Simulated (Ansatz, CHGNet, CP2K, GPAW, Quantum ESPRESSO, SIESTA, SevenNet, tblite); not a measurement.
**Other levels on C(111) slab, H on the bottom face (80 atoms)**

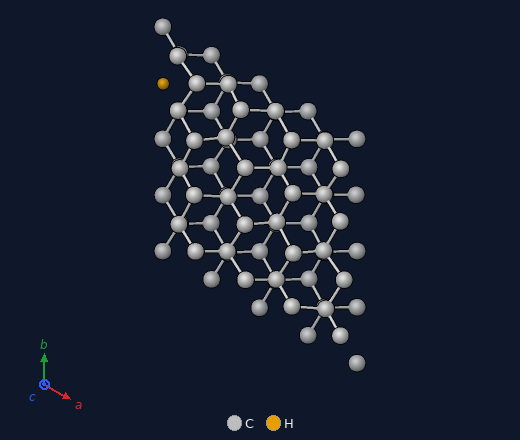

The cell (carbon light grey, hydrogen orange). Bonds to atoms that aren't drawn are left out. Some periodic images of atoms are drawn too.

The cell holds 80 atoms: 64 C and 16 H. Cell: a = 10.089 Å, b = 10.089 Å, c = 15.664 Å, α = 90.0°, β = 90.0°, γ = 120.0°. It derives from C (diamond-structure). Diamond-structure C (a = 3.567 Å), (111) slab of 4 atomic planes, 4 x 4 surface cells, H on the broken bonds of the bottom face, 12 Å of vacuum; displaced by a Gaussian of 0.02 Å. Then every atom was moved at random, 0.05 Å r.m.s. a Cartesian component (hydrogen 0.6 of that). Regions: slab, 64 atoms (64 C); hydrogen, 16 atoms (16 H). Vacuum lies along c.

Geometry: as built.

The reference, a calculation:

* method: Kohn-Sham DFT, PBE, PAW, plane waves (Ansatz 0.2.0); cutoff 420 eV, Γ point, fermi-dirac smearing of 0.05 eV; PAW set soft_2
* r.m.s. force component: 2.002 eV/Å
* longest force: 7.43 eV/Å
* SCF cycles: 17
* time: 8.8 s on 6 threads of Intel Xeon at 2.30GHz, shared host
* CPU time: 39 s

**Question.** The same geometry is run in other programs. How far does each lie from the reference, and what does it cost?
- CHGNet 0.3.0 potential (CHGNet 0.3.0; 1 thread)
- GPAW PBE, LCAO szp(dzp), h 0.2 Å (GPAW 26.7.0; 1 thread)
- GPAW PBE, LCAO dzp, h 0.28 Å (GPAW 26.7.0; 1 thread)
- QE PBE, sssp-1.3.0-efficiency, 45/360 Ry (Quantum ESPRESSO 7.5; 4 MPI ranks)
- CHGNet r2SCAN potential (CHGNet r2SCAN; 1 thread)
- tblite GFN1-xTB (tblite 0.8.0; 1 thread)
- tblite GFN2-xTB (tblite 0.8.0; 1 thread)
- SIESTA PBE, DZP, shift 0.01 Ry, mesh 300 Ry (SIESTA 5.4.2; 2 MPI ranks)
- SIESTA vdW-DF, PBE potentials, DZP, shift 0.01 Ry, mesh 300 Ry (SIESTA 5.4.2; 2 MPI ranks)
- GPAW PBE, LCAO dzp, h 0.2 Å (GPAW 26.7.0; 1 thread)

Differences are against the plane-wave reference, forces as r.m.s. over components; share is that over the reference's r.m.s. force, slope the least-squares factor from reference forces to these. Total energies of different programs have different zeros and aren't compared.

```
                                                           run  Δ force, r.m.s. (meV/Å)  share (%)  slope  cores  CPU time  memory (GiB)
                                                     reference                        -          -      -      6      39 s           1.3
                                        CHGNet 0.3.0 potential                      555       27.7  0.847      1     5.9 s           3.5
                     GPAW PBE, LCAO szp(dzp), h 0.2 Å (coarse)                      688       34.3  1.010      1   2.6 min          0.74
                         GPAW PBE, LCAO dzp, h 0.28 Å (coarse)                      635       31.7  1.005      1   1.9 min          0.38
                      QE PBE, sssp-1.3.0-efficiency, 45/360 Ry                     7.05      0.352  1.001      4    10 min           2.7
                                       CHGNet r2SCAN potential                      683       34.1  0.826      1     5.8 s           3.5
                                               tblite GFN1-xTB                      553       27.6  0.978      1     2.3 s          0.13
                                               tblite GFN2-xTB                      548       27.4  0.964      1     3.6 s          0.13
                   SIESTA PBE, DZP, shift 0.01 Ry, mesh 300 Ry                      234       11.7  1.040      2   9.2 min           1.1
SIESTA vdW-DF, PBE potentials, DZP, shift 0.01 Ry, mesh 300 Ry                      272       13.6  1.017      2    21 min           1.7
                                   GPAW PBE, LCAO dzp, h 0.2 Å                      198       9.87  1.026      1   3.3 min          0.77
```

Rows marked coarse were listed beforehand as settings not expected to be converged; some can still land near the reference.

Times of the machine-learned potentials are mostly Python's start and the loading of weights.

CPU time is summed over cores on a shared host, where runs went side by side, so it is rough. Symmetry, cutoffs, thresholds, outputs and thread counts weren't matched or tuned between programs; memory under MPI is the largest rank's times the ranks.

PBE on plane waves or a grid with other potentials, cutoffs or grids, coarse settings apart, differs from the reference by 0.35 % (QE PBE, sssp-1.3.0-efficiency, 45/360 Ry) of the r.m.s. force; this holds the reference's own error, so differences of a few per cent don't tell which side is nearer the exact PBE result (QE's 45 Ry are 612 eV, against the reference's 420 eV). The PBE runs in local orbitals, coarse settings apart, differ by 9.9 % (GPAW PBE, LCAO dzp, h 0.2 Å) to 12 % (SIESTA PBE, DZP, shift 0.01 Ry, mesh 300 Ry); basis, grid and potentials can all enter. Tight binding differs by 27 % (tblite GFN2-xTB) to 28 % (tblite GFN1-xTB); it is another model, with fitted parameters of its own, and the xTB methods hold dispersion. Machine-learned potentials differ by 28 % (CHGNet 0.3.0 potential) to 34 % (CHGNet r2SCAN potential); they were trained on other programs' data, some at another functional. Among those trained on PBE data the slope goes as low as 0.85, which softening far from their training structures can give, though the reference's k-sampling is untested too. Periodic xTB results under one method name differ between programs and library versions. Machine-learned potentials mimic data converged in k, so the reference's own k-point error enters their differences. The runs have no spin polarisation, so any moments at edges, vacancies or dangling bonds can't form. The electronic-structure runs sample only Γ, in a cell whose shortest periodic width is 9 Å, which is coarse for a cell with partly filled levels.

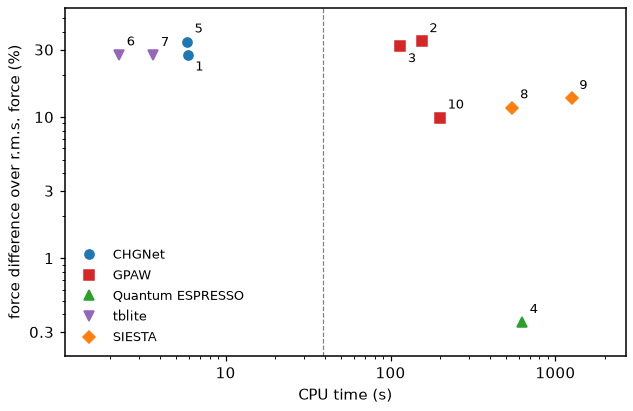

Force difference against CPU time; the dashed line marks the reference's time. Points: 1 CHGNet 0.3.0 potential; 2 GPAW PBE, LCAO szp(dzp), h 0.2 Å; 3 GPAW PBE, LCAO dzp, h 0.28 Å; 4 QE PBE, sssp-1.3.0-efficiency, 45/360 Ry; 5 CHGNet r2SCAN potential; 6 tblite GFN1-xTB; 7 tblite GFN2-xTB; 8 SIESTA PBE, DZP, shift 0.01 Ry, mesh 300 Ry; 9 SIESTA vdW-DF, PBE potentials, DZP, shift 0.01 Ry, mesh 300 Ry; 10 GPAW PBE, LCAO dzp, h 0.2 Å.

[Logs are printed without paths, hosts, clocks, repeated set-up lines and the standing remarks that a program may print on its own settings, such as how far it seeks lower states.]

[Hosts, paths, dates, database ids (printed as entryN), source tags and the programs' standing remarks are cut or masked in the printed files.]
